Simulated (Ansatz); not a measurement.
## Frequency calculation of SiHClF2

SiHClF2, computed with RKS PBE/def2-SVP (Ansatz 0.2.0).

It belongs to a series of runs on one base structure; here: vibrations at the highest image of the band.

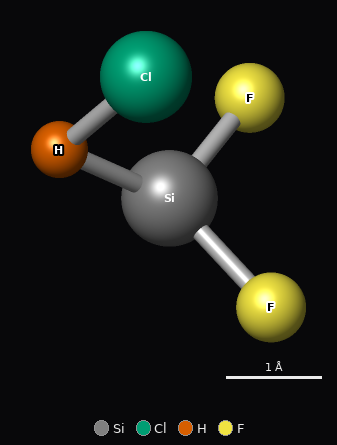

Fig. 1: The input geometry (ball-and-stick view, seen at a tilt). Bond lengths as drawn: Cl–H 1.62 Å, F–Si 1.63 Å and H–Si 1.64 Å.

### The input
```yaml
crystal:
  periodic: [false, false, false]
  atoms:
    - { symbol: Si, position_ang: [0.1832, 0.0, -0.436103] }
    - { symbol: Cl, position_ang: [1.19587, -5.0e-06, 1.848469] }
    - { symbol: H, position_ang: [1.647509, 4.0e-06, 0.293721] }
    - { symbol: F, position_ang: [-0.798588, 1.298021, -0.347339] }
    - { symbol: F, position_ang: [-0.798592, -1.298019, -0.347349] }
basis:
  gaussian: { orbitals: def2-SVP }
hamiltonian:
  xc: pbe
phonons: {}
```

Machine: 1 thread of AMD EPYC (Zen 3), 192 GiB of memory available, shared host.

Launched with:
```bash
ansatz run input.yaml --threads 1 --pin off --max-ram 2048MiB --backend cpu --events-out ev --progress --plain --runs-dir out
```

### Output
```
Engine: ansatz 0.2.0, x86_64-unknown-linux-gnu
Functional definition: PBE
  parameter kappa = 0.804
  parameter beta = 0.06672455060314922
  exchange = pbe_x(kappa = kappa, mu = beta*pi^2/3)
  correlation = pbe_c(beta = beta)
745 factors; their error is unknown
mean field evaluation 1: about -25824.1022 eV, gradient 4.3e1 eV
mean field evaluation 2: about -25811.5409 eV, gradient 9.8e1 eV
mean field evaluation 4: about -25826.8568 eV, gradient 6.5e0 eV
mean field evaluation 8: about -25826.9603 eV, gradient 9.0e-2 eV
mean field evaluation 16: about -25826.9603 eV, gradient 3.4e-5 eV
mean field -25826.96027385 eV, -949.1232839215 hartree, gradient 3.4e-5 eV, S^2 0.000000; 0 other end points of the search recorded, 0 dependent functions left out
the calculation of the forces begins
reference -25826.96029981 eV, -949.1232848756 hartree; 25, 25 occupied and 44, 44 virtual orbitals, 745 factors
these checks for a lower state are left out or cut short: stability, starts, cluster_reference, orbital_swaps, neighbouring_geometries, increment
745 factors; their error is unknown
mean field -25826.96025532 eV, -949.1232832408 hartree, gradient 2.9e-6 eV, S^2 0.000000; 0 other end points of the search recorded, 0 dependent functions left out
[... from here on the field's lines of each further geometry are left out, up to the last ...]
the calculation of the forces begins
reference -25826.96029490 eV, -949.1232846951 hartree; 25, 25 occupied and 44, 44 virtual orbitals, 745 factors
these checks for a lower state are left out or cut short: stability, starts, cluster_reference, orbital_swaps, neighbouring_geometries, increment
745 factors; their error is unknown
mean field evaluation 192: about -25826.9602 eV, gradient 8.4e-2 eV
mean field -25826.96027215 eV, -949.1232838591 hartree, gradient 1.3e-6 eV, S^2 0.000000; 0 other end points of the search recorded, 0 dependent functions left out
the calculation of the forces begins
reference -25826.96029811 eV, -949.1232848133 hartree; 25, 25 occupied and 44, 44 virtual orbitals, 745 factors
WARN: phonons: modes at or below zero, which the zero-point energy, F, S and C_V leave out: 1, the lowest at -809.02 cm⁻¹. A minimum has none, and a first-order saddle one
Total energy: -25826.96029981 eV, -949.1232848756 hartree
Atom 0 at     0.183200     0.000000    -0.436103 Å, force     0.036625     0.000001    -0.022123 eV/Å
Atom 1 at     1.195870    -0.000005     1.848469 Å, force     0.018142     0.000001     0.044484 eV/Å
Atom 2 at     1.647509     0.000004     0.293721 Å, force    -0.032992    -0.000008    -0.021081 eV/Å
Atom 3 at    -0.798588     1.298021    -0.347339 Å, force    -0.010893    -0.018844    -0.000641 eV/Å
Atom 4 at    -0.798592    -1.298019    -0.347349 Å, force    -0.010881     0.018850    -0.000638 eV/Å
Dipole moment:     0.199970     0.000000    -0.268482 e Å
Vibrations: -809.02 131.15 164.17 306.33 526.80 577.19 844.93 912.04 1569.50 cm⁻¹, zero-point energy 0.311952 eV
```

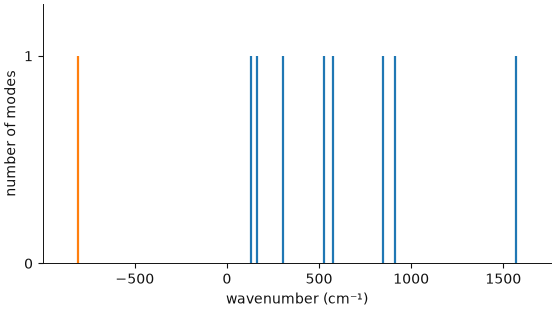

Fig. 2: Harmonic vibrational wavenumbers from the force constants; neighbouring modes closer than 11 cm⁻¹ are counted in one stick, and imaginary ones are drawn at negative wavenumbers. 9 modes from 809i to 1569 cm⁻¹, 1 imaginary beyond 8i (809i cm⁻¹): a first-order saddle point, if the geometry is stationary.

### Summary

```csv
quantity,value
outcome,converged
total energy,−25826.9603 eV
mean-field energy,−25826.9603 eV
largest force (length of the vector),0.048 eV/Å
wall time,24 s
peak memory,0.12 GiB
```
